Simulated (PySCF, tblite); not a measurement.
# methallyl cyanide (C₅H₇N): a rotation path, then NMR shifts on frames, part 2 of 2

tblite 0.8.0 and PySCF 2.14.0. Atoms count from 0.

## (5) NMR shieldings: image 4, PBE0/pcSseg-1

Job settings and geometry (Å):

```
{"job": {"kind": "nmr", "xc": "PBE0", "basis": "pcSseg-1", "pop": false}, "charge": 0, "multiplicity": 1}
C     -1.130500     1.363200    -0.324900
C     -0.352500     0.324700    -0.069600
C     -0.866200    -0.964400     0.486200
C      1.141000     0.385200    -0.338700
C      1.825800    -0.819300     0.054100
N      2.361600    -1.780200     0.365100
H     -2.189600     1.326800    -0.138500
H     -0.748900     2.286400    -0.728500
H     -1.937400    -0.914900     0.659900
H     -0.363400    -1.196000     1.425300
H     -0.655100    -1.780900    -0.204400
H      1.323500     0.544600    -1.406900
H      1.587500     1.225500     0.203200
```

With the program's defaults for keys left out, this is: GIAO PBE0/pcSseg-1 NMR shielding, non-relativistic, gas phase.

Standard output:

```text
coarse grid: 10832 points
cycle   1  E = -249.0235394316  dE =  7.186e-01  |g| = 4.970e-01  |ddm| = 3.274e+00
cycle   2  E = -248.8855246981  dE =  1.380e-01  |g| = 9.457e-01  |ddm| = 1.194e+00
cycle   3  E = -249.0806668862  dE = -1.951e-01  |g| = 1.606e-01  |ddm| = 7.942e-01
cycle   4  E = -249.0866518054  dE = -5.985e-03  |g| = 3.163e-02  |ddm| = 1.384e-01
cycle   5  E = -249.0868759613  dE = -2.242e-04  |g| = 7.511e-03  |ddm| = 3.565e-02
cycle   6  E = -249.0868897150  dE = -1.375e-05  |g| = 1.994e-03  |ddm| = 8.928e-03
cycle   7  E = -249.0868904420  dE = -7.270e-07  |g| = 9.777e-04  |ddm| = 2.265e-03
final grid: 104640 points
cycle   8  E = -249.1222631051  dE = -3.250e-05  |g| = 7.198e-03  |ddm| = 3.022e-02
cycle   9  E = -249.1222586311  dE =  4.474e-06  |g| = 8.367e-03  |ddm| = 1.386e-02
cycle  10  E = -249.1222761345  dE = -1.750e-05  |g| = 1.615e-03  |ddm| = 7.780e-03
cycle  11  E = -249.1222767720  dE = -6.375e-07  |g| = 1.969e-04  |ddm| = 1.301e-03
cycle  12  E = -249.1222767771  dE = -5.074e-09  |g| = 1.421e-04  |ddm| = 2.283e-04
cycle  13  E = -249.1222767809  dE = -3.805e-09  |g| = 5.597e-05  |ddm| = 1.200e-04
cycle  14  E = -249.1222767815  dE = -6.688e-10  |g| = 5.713e-06  |ddm| = 4.768e-05
converged SCF energy = -249.1222767815

GIAO shielding tensors (ppm)
atom      isotropic    diamagn.    paramagn.     s11        s22        s33       span
  0 C       67.620     252.306    -184.686    -43.634     94.528    151.966    195.600
  1 C       42.834     261.492    -218.658    -80.830     49.900    159.432    240.261
  2 C      158.911     247.406     -88.495    145.104    151.806    179.824     34.720
  3 C      163.833     248.580     -84.746    143.188    164.143    184.169     40.982
  4 C       63.813     260.863    -197.049    -52.897    -46.056    290.394    343.290
  5 N      -37.079     339.992    -377.071   -209.472   -198.691    296.926    506.398
  6 H       26.171      31.086      -4.914     23.009     24.984     30.522      7.513
  7 H       26.642      30.980      -4.338     23.271     25.354     31.301      8.030
  8 H       29.785      30.496      -0.711     25.882     28.423     35.049      9.167
  9 H       29.274      30.619      -1.345     25.255     28.651     33.917      8.662
 10 H       29.362      30.491      -1.129     25.523     28.413     34.151      8.628
 11 H       28.399      28.384       0.015     23.360     28.298     33.540     10.180
 12 H       28.417      28.463      -0.045     23.382     28.365     33.505     10.123
```

Run time: 10 s. Hardware: 1 thread of Arm Neoverse V1, shared host; peak memory 0.7 GiB.

This run: δ C1 144.1, C4 123.1, C0 119.3, C2 28.0, H6 5.55, H7 5.07 ppm.

## (6) Shielding tensors: image 6, PBE0/pcSseg-1

Job settings and geometry (Å):

```
{"job": {"kind": "nmr", "xc": "PBE0", "basis": "pcSseg-1", "pop": false}, "charge": 0, "multiplicity": 1}
C     -1.139200     1.260900    -0.541500
C     -0.347900     0.320100    -0.055400
C     -0.854200    -0.888000     0.666700
C      1.159100     0.421400    -0.181000
C      1.786800    -0.872300    -0.268000
N      2.275200    -1.904100    -0.330000
H     -2.208400     1.205200    -0.432300
H     -0.758300     2.124700    -1.060500
H     -1.937300    -0.867100     0.748000
H     -0.422700    -0.943200     1.666200
H     -0.557800    -1.791100     0.133500
H      1.434300     1.003600    -1.064700
H      1.566000     0.930300     0.701200
```

Method: GIAO PBE0/pcSseg-1 NMR shielding, non-relativistic, gas phase.

Standard output:

```text
coarse grid: 10832 points
cycle   1  E = -249.0260627006  dE =  7.169e-01  |g| = 4.949e-01  |ddm| = 3.249e+00
cycle   2  E = -248.8887947454  dE =  1.373e-01  |g| = 9.429e-01  |ddm| = 1.176e+00
cycle   3  E = -249.0828422759  dE = -1.940e-01  |g| = 1.593e-01  |ddm| = 7.754e-01
cycle   4  E = -249.0887341827  dE = -5.892e-03  |g| = 3.165e-02  |ddm| = 1.375e-01
cycle   5  E = -249.0889599744  dE = -2.258e-04  |g| = 7.292e-03  |ddm| = 3.513e-02
cycle   6  E = -249.0889732406  dE = -1.327e-05  |g| = 1.489e-03  |ddm| = 8.483e-03
cycle   7  E = -249.0889736178  dE = -3.772e-07  |g| = 7.679e-04  |ddm| = 1.780e-03
final grid: 104640 points
cycle   8  E = -249.1244326475  dE = -3.061e-05  |g| = 7.186e-03  |ddm| = 2.732e-02
cycle   9  E = -249.1244291141  dE =  3.533e-06  |g| = 8.140e-03  |ddm| = 1.383e-02
cycle  10  E = -249.1244457525  dE = -1.664e-05  |g| = 1.546e-03  |ddm| = 7.608e-03
cycle  11  E = -249.1244463314  dE = -5.790e-07  |g| = 1.999e-04  |ddm| = 1.255e-03
cycle  12  E = -249.1244463361  dE = -4.697e-09  |g| = 1.547e-04  |ddm| = 2.434e-04
cycle  13  E = -249.1244463408  dE = -4.635e-09  |g| = 5.372e-05  |ddm| = 1.233e-04
cycle  14  E = -249.1244463414  dE = -6.256e-10  |g| = 5.746e-06  |ddm| = 4.686e-05
converged SCF energy = -249.1244463414

GIAO shielding tensors (ppm)
atom      isotropic    diamagn.    paramagn.     s11        s22        s33       span
  0 C       66.678     252.252    -185.574    -39.785     92.120    147.700    187.485
  1 C       41.889     262.024    -220.135    -81.126     48.472    158.320    239.446
  2 C      161.061     247.384     -86.323    148.435    151.815    182.933     34.498
  3 C      161.151     247.885     -86.734    142.001    160.201    181.250     39.249
  4 C       64.410     261.259    -196.849    -52.173    -45.982    291.384    343.557
  5 N      -36.501     339.845    -376.346   -208.516   -196.452    295.464    503.979
  6 H       26.303      31.053      -4.750     23.291     24.999     30.617      7.326
  7 H       26.576      31.053      -4.477     23.319     25.309     31.100      7.781
  8 H       29.779      30.494      -0.715     25.864     28.401     35.073      9.209
  9 H       29.792      30.014      -0.222     26.165     28.212     34.999      8.834
 10 H       29.067      30.699      -1.632     24.689     28.859     33.652      8.963
 11 H       28.596      29.005      -0.409     23.880     28.464     33.444      9.564
 12 H       28.505      28.193       0.312     24.011     27.748     33.756      9.745
```

Run time: 10 s. Hardware: 1 thread of Arm Neoverse V1, shared host; peak memory 0.7 GiB.

In short: δ C1 145.0, C4 122.5, C0 120.2, C2 25.9, H6 5.41, H7 5.14 ppm.

## (7) Nuclear shieldings: image 8, PBE0/pcSseg-1

Job settings and geometry (Å):

```
{"job": {"kind": "nmr", "xc": "PBE0", "basis": "pcSseg-1", "pop": false}, "charge": 0, "multiplicity": 1}
C     -1.083800     1.104800    -0.738200
C     -0.333500     0.298700    -0.007300
C     -0.885800    -0.788900     0.859300
C      1.175200     0.405700    -0.007100
C      1.752700    -0.766800    -0.616700
N      2.189700    -1.705500    -1.100900
H     -2.157200     1.025600    -0.739600
H     -0.664000     1.875500    -1.362800
H     -1.971900    -0.790600     0.836100
H     -0.556100    -0.660600     1.890500
H     -0.524600    -1.758700     0.515600
H      1.504400     1.285300    -0.565900
H      1.550600     0.475800     1.019300
```

With the program's defaults for keys left out, this is: GIAO PBE0/pcSseg-1 NMR shielding, non-relativistic, gas phase.

Standard output:

```text
coarse grid: 10832 points
cycle   1  E = -249.0277237074  dE =  7.134e-01  |g| = 4.944e-01  |ddm| = 3.223e+00
cycle   2  E = -248.8895139811  dE =  1.382e-01  |g| = 9.448e-01  |ddm| = 1.163e+00
cycle   3  E = -249.0847085861  dE = -1.952e-01  |g| = 1.569e-01  |ddm| = 7.592e-01
cycle   4  E = -249.0904285180  dE = -5.720e-03  |g| = 3.190e-02  |ddm| = 1.345e-01
cycle   5  E = -249.0906584626  dE = -2.299e-04  |g| = 7.336e-03  |ddm| = 3.437e-02
cycle   6  E = -249.0906720059  dE = -1.354e-05  |g| = 1.229e-03  |ddm| = 8.283e-03
cycle   7  E = -249.0906723053  dE = -2.994e-07  |g| = 4.377e-04  |ddm| = 1.322e-03
final grid: 104640 points
cycle   8  E = -249.1260819441  dE = -3.175e-05  |g| = 6.970e-03  |ddm| = 2.863e-02
cycle   9  E = -249.1260803921  dE =  1.552e-06  |g| = 7.441e-03  |ddm| = 1.279e-02
cycle  10  E = -249.1260944351  dE = -1.404e-05  |g| = 1.279e-03  |ddm| = 6.831e-03
cycle  11  E = -249.1260948226  dE = -3.875e-07  |g| = 2.433e-04  |ddm| = 1.104e-03
cycle  12  E = -249.1260948311  dE = -8.451e-09  |g| = 1.639e-04  |ddm| = 2.643e-04
cycle  13  E = -249.1260948364  dE = -5.306e-09  |g| = 4.965e-05  |ddm| = 1.217e-04
cycle  14  E = -249.1260948369  dE = -5.440e-10  |g| = 5.829e-06  |ddm| = 4.466e-05
converged SCF energy = -249.1260948369

GIAO shielding tensors (ppm)
atom      isotropic    diamagn.    paramagn.     s11        s22        s33       span
  0 C       64.385     252.783    -188.398    -38.424     88.092    143.488    181.912
  1 C       40.835     261.629    -220.795    -81.665     46.953    157.216    238.882
  2 C      162.199     247.178     -84.979    145.606    154.130    186.861     41.255
  3 C      159.058     247.553     -88.495    146.304    152.623    178.248     31.944
  4 C       64.987     261.348    -196.361    -50.291    -47.399    292.652    342.943
  5 N      -32.920     339.901    -372.822   -205.134   -188.905    295.278    500.413
  6 H       26.372      31.179      -4.807     23.573     25.053     30.490      6.916
  7 H       26.434      31.263      -4.829     23.224     25.214     30.863      7.640
  8 H       29.728      30.400      -0.671     25.822     28.328     35.035      9.212
  9 H       30.024      29.562       0.463     26.330     28.192     35.551      9.221
 10 H       29.151      30.194      -1.043     24.998     28.770     33.684      8.685
 11 H       28.721      29.296      -0.574     24.600     27.945     33.619      9.020
 12 H       28.903      28.688       0.216     25.789     27.246     33.676      7.887
```

It took 10 s on 1 thread of Arm Neoverse V1, shared host; peak memory 0.7 GiB.

In short: δ C1 146.1, C0 122.5, C4 121.9, C3 27.9, H6 5.34, H7 5.28 ppm.

## (8) Run by run: NMR shifts

Shifts (ppm) of some atoms, chosen among heavy atoms and hydrogens apart, with basis size and wall time:

| frame | C1 | C0 | C3 | C2 | H9 | H10 | N5 | functions | time |
| --- | --- | --- | --- | --- | --- | --- | --- | --- | --- |
| image 0 | 146.1 | 122.6 | 27.8 | 24.6 | 2.52 | 1.73 | 300.5 | 137 | 15 s |
| image 2 | 145.2 | 120.6 | 26.3 | 25.4 | 2.70 | 1.87 | 304.2 | 137 | 10 s |
| image 4 | 144.1 | 119.3 | 23.1 | 28.0 | 2.44 | 2.35 | 304.8 | 137 | 10 s |
| image 6 | 145.0 | 120.2 | 25.8 | 25.9 | 1.92 | 2.65 | 304.2 | 137 | 10 s |
| image 8 | 146.1 | 122.5 | 27.9 | 24.7 | 1.69 | 2.57 | 300.6 | 137 | 10 s |

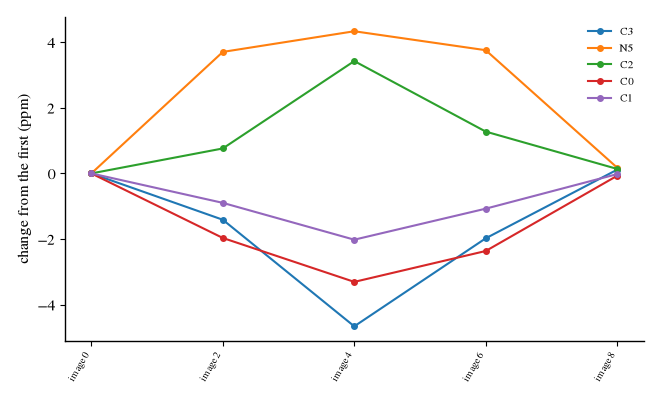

How five of the tabulated atoms move from run to run.

## (9) What came out

What follows sums up all 2 parts.

| quantity | value |
| --- | --- |
| barrier | 0.067 eV (1.5 kcal/mol) at image 4 |
| end to end (GFN2-xTB) | 0.001 eV |
| 13C shifts against TMS (PBE0/pcSseg-1, image 0) | 146.1, 122.6, 122.0, 27.8, 24.6 ppm |
| 1H shifts against TMS (PBE0/pcSseg-1, image 0) | 5.35, 5.28, 2.99, 2.81, 2.52, 1.98, 1.73 ppm |
| 15N shifts against NH3 (PBE0/pcSseg-1, image 0) | 300.5 ppm |
| surface potential, 1st and 99th percentile | -1.84 V and 1.34 V |
| range of the shift of C3 | 23.1 to 27.9 ppm |

In words: Along the band the dihedral turns by 133°, and the top (dihedral -3°) lies 1.5 kcal/mol above the start (GFN2-xTB, rough), so at room temperature this motion is fast. The top was not checked by a frequency run. Shifts at one fixed geometry are not the observed spectrum, which averages over the motion. In the first frame run (image 0): The widest tensor belongs to N5: span 501 ppm, with a paramagnetic part of -373 ppm. Across the 5 runs the shift of C3 moves most, between 23.1 (image 4) and 27.9 ppm (image 8).
